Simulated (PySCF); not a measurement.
## NMR shielding calculation of C5H10N2

The run: NMR shielding calculation of C5H10N2. Method and program: GIAO OPBE/aug-cc-pVDZ NMR shielding, non-relativistic, gas phase (PySCF 2.14.0).

The geometry comes from this level: GFN2-xTB. Figures and captions count atoms from 1; the log counts them from 0 in places.

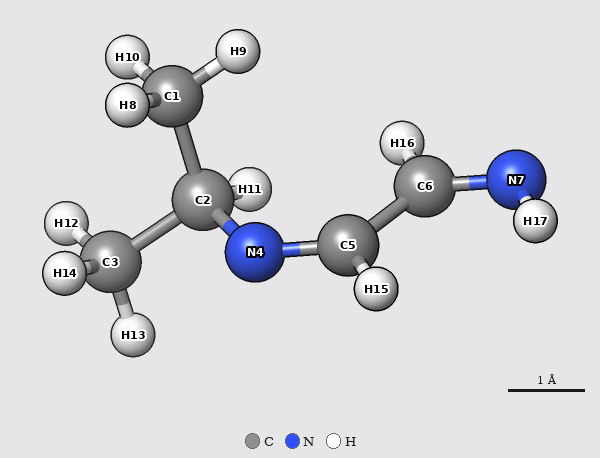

*The structure (ball-and-stick view, seen at a tilt; atoms are numbered from 1 in the order of the input).*

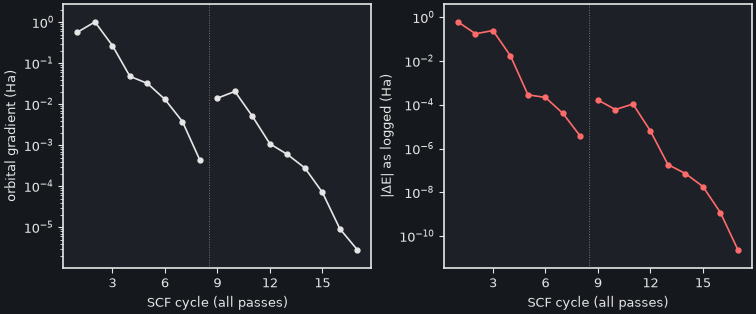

*Convergence of the self-consistent field: orbital gradient and size of the energy change against the SCF cycle. The dotted line marks the change from a coarse to the final integration grid.*

The first 8 cycles use a coarse grid, the final grid takes over at cycle 9, and the field converges after 17 cycles in all.

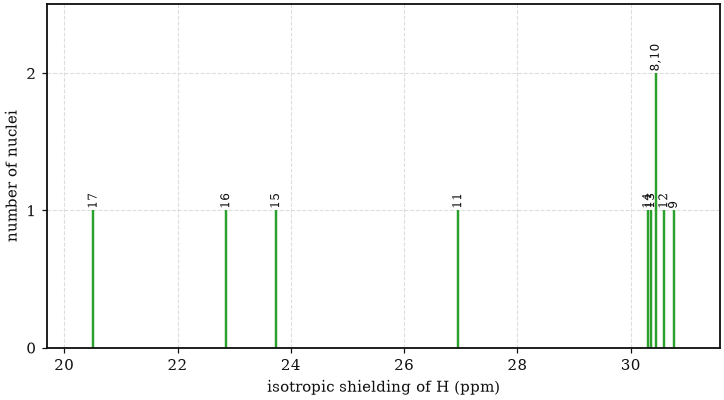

*Isotropic shieldings of the hydrogen nuclei in this fixed geometry, labelled by atom number; shielding grows to the right, so chemical shift grows to the left.*

The least shielded is H17 (20.5 ppm), the most shielded H9 (30.8 ppm).

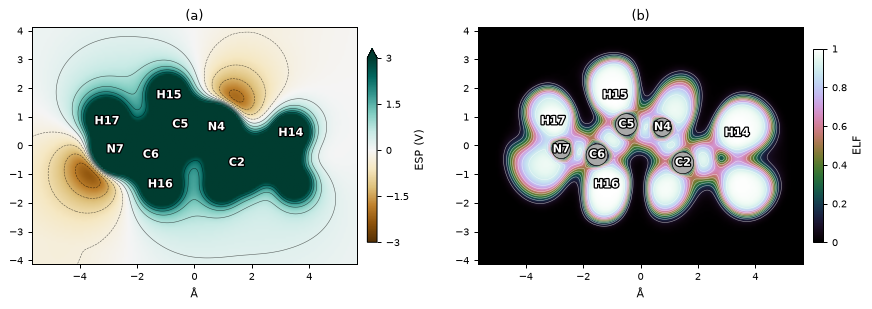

*(a) molecular electrostatic potential; (b) electron localisation function on the plane of atoms N7, C6 and H16. Grey discs, where drawn, cover atomic cores.*

C–N (1.26 Å): the ELF peaks at about 0.90 between the atoms (a double or triple bond). N–H (1.02 Å): the ELF climbs to about 1 towards the hydrogen, as it does in any bond to H (a covalent bond by its length).

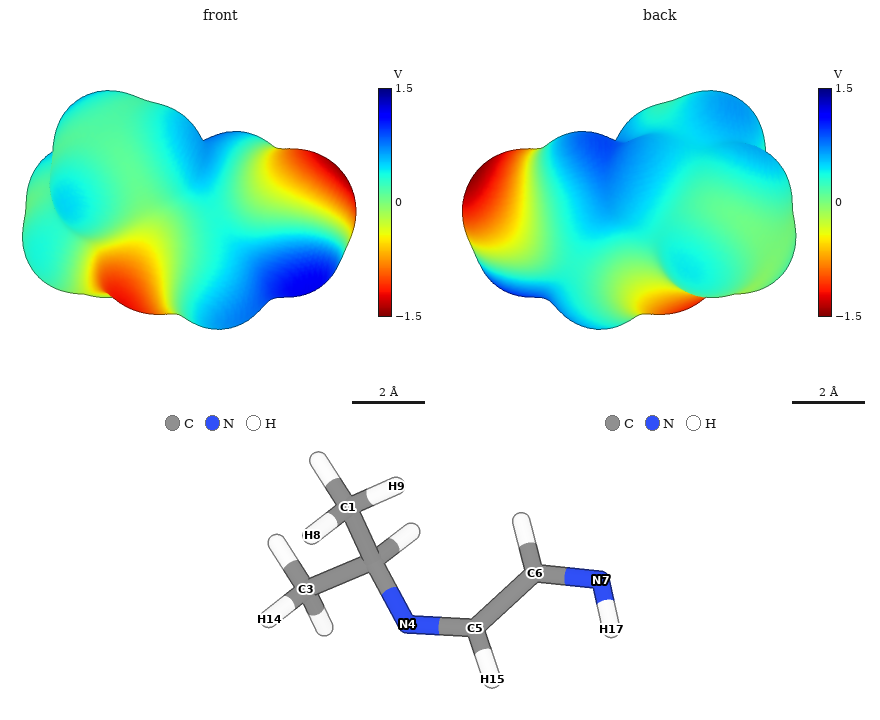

*The electrostatic potential painted on the density surface at 0.001 e/bohr³, seen at a tilt and from behind; red is negative and blue positive. The bare structure is drawn below in the same view.*

A positive charge is drawn to the negative regions and a negative charge to the positive ones. Its dipole moment is 1.09 D.

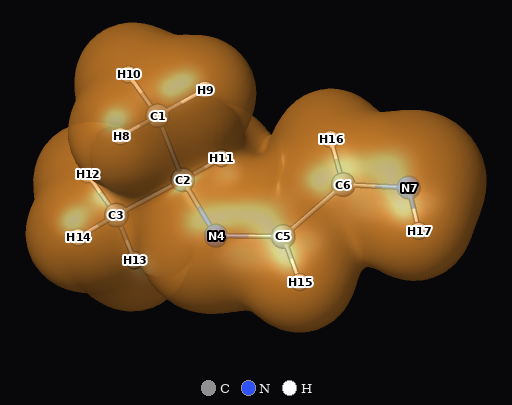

*Isosurface of the total electron density at 0.05 e/Å³ (orange), seen at a tilt.*

At this value the surface is in one piece. On the grid the lowest density along these lines, outside the cores, is 2.6 e/Å³ (C–N, 1.26 Å), 1.8 e/Å³ (C–C, 1.47 Å), 2.3 e/Å³ (N–H, 1.02 Å) and 1.8 e/Å³ (C–N, 1.44 Å).

The input and output of the run follow.

Input file:
```
{"job": {"kind": "nmr", "xc": "OPBE", "basis": "aug-cc-pVDZ", "pop": false}, "charge": 0, "multiplicity": 1}
C     -1.236598     1.199911    -0.079718
C     -0.764268    -0.257029    -0.146280
C     -1.918281    -1.209865     0.162200
N      0.238513    -0.455669     0.863156
C      1.468102    -0.235223     0.694188
C      2.185288     0.248899    -0.496063
N      3.417339     0.506312    -0.559303
H     -1.587889     1.426241     0.924049
H     -0.420555     1.877798    -0.323067
H     -2.049946     1.357635    -0.783339
H     -0.388805    -0.461326    -1.160780
H     -2.727907    -1.065154    -0.548255
H     -1.579667    -2.241187     0.105226
H     -2.286243    -1.023704     1.167116
H      2.101250    -0.416325     1.563438
H      1.614889     0.417848    -1.404377
H      3.927782     0.342868     0.310823
```

The first line tells a small driver script what to run in PySCF; the rest is the geometry in Å.

Run as:
```bash
OMP_NUM_THREADS=1 python <driver script> task.json out
```

What the program printed:
```
coarse grid: 13760 points
cycle   1  E = -305.8433602794  dE =  6.131e-01  |g| = 5.685e-01  |ddm| = 1.065e+01
cycle   2  E = -305.6673188132  dE =  1.760e-01  |g| = 1.014e+00  |ddm| = 3.405e+00
cycle   3  E = -305.9148435305  dE = -2.475e-01  |g| = 2.684e-01  |ddm| = 2.032e+00
cycle   4  E = -305.9320535891  dE = -1.721e-02  |g| = 4.775e-02  |ddm| = 5.443e-01
cycle   5  E = -305.9323388838  dE = -2.853e-04  |g| = 3.211e-02  |ddm| = 1.448e-01
cycle   6  E = -305.9325546759  dE = -2.158e-04  |g| = 1.312e-02  |ddm| = 6.844e-02
cycle   7  E = -305.9325947662  dE = -4.009e-05  |g| = 3.783e-03  |ddm| = 2.914e-02
cycle   8  E = -305.9325983648  dE = -3.599e-06  |g| = 4.310e-04  |ddm| = 1.119e-02
final grid: 131744 points
cycle   9  E = -305.9254203704  dE = -1.646e-04  |g| = 1.404e-02  |ddm| = 7.184e-01
cycle  10  E = -305.9253598627  dE =  6.051e-05  |g| = 2.048e-02  |ddm| = 8.974e-02
cycle  11  E = -305.9254677000  dE = -1.078e-04  |g| = 5.074e-03  |ddm| = 4.535e-02
cycle  12  E = -305.9254740253  dE = -6.325e-06  |g| = 1.081e-03  |ddm| = 1.005e-02
cycle  13  E = -305.9254742102  dE = -1.849e-07  |g| = 5.962e-04  |ddm| = 3.017e-03
cycle  14  E = -305.9254742820  dE = -7.177e-08  |g| = 2.785e-04  |ddm| = 1.444e-03
cycle  15  E = -305.9254743003  dE = -1.832e-08  |g| = 7.094e-05  |ddm| = 5.473e-04
cycle  16  E = -305.9254743015  dE = -1.173e-09  |g| = 9.144e-06  |ddm| = 2.144e-04
cycle  17  E = -305.9254743015  dE = -2.342e-11  |g| = 2.816e-06  |ddm| = 3.835e-05
converged SCF energy = -305.9254743015

GIAO shielding tensors (ppm)
atom      isotropic    diamagn.    paramagn.     s11        s22        s33       span
  0 C      171.450     211.645     -40.195    147.297    170.516    196.536     49.239
  1 C      142.070     232.110     -90.040    123.866    143.667    158.677     34.811
  2 C      172.043     216.269     -44.226    155.953    166.056    194.119     38.166
  3 N      -99.142     288.298    -387.441   -382.353   -140.997    225.923    608.275
  4 C       47.554     231.291    -183.737    -27.673     62.028    108.306    135.979
  5 C       47.617     232.092    -184.476    -53.993     47.220    149.623    203.617
  6 N      -55.787     297.640    -353.427   -343.761    -75.823    252.222    595.983
  7 H       30.427      22.088       8.339     27.653     29.105     34.522      6.869
  8 H       30.759      25.751       5.008     26.483     29.269     36.526     10.042
  9 H       30.449      26.160       4.289     26.642     28.699     36.005      9.363
 10 H       26.950      31.331      -4.381     23.916     26.049     30.886      6.971
 11 H       30.586      25.341       5.246     26.932     28.825     36.002      9.071
 12 H       30.355      26.260       4.096     26.782     28.045     36.240      9.458
 13 H       30.303      25.214       5.090     27.216     28.969     34.725      7.509
 14 H       23.736      40.517     -16.781     22.326     23.149     25.734      3.407
 15 H       22.856      28.044      -5.188     19.467     20.890     28.211      8.744
 16 H       20.516      37.409     -16.893     10.530     25.241     25.778     15.248
```

Key numbers:

| quantity | value |
| --- | --- |
| outcome | converged |
| total energy | −305.925474 hartree |
| HOMO | −5.53 eV |
| LUMO | −2.79 eV |
| dipole moment | 1.09 D |
| isotropic shielding, C | 47.6 to 172.0 ppm |
| isotropic shielding, N | −99.1 to −55.8 ppm |
| isotropic shielding, H | 20.5 to 30.8 ppm |
| hardware | 1 CPU thread, shared host |
| wall time | 68 s |
| peak memory | 0.78 GiB |

Notes:

Settings chosen away from the usual ones: OPBE/aug-cc-pVDZ.
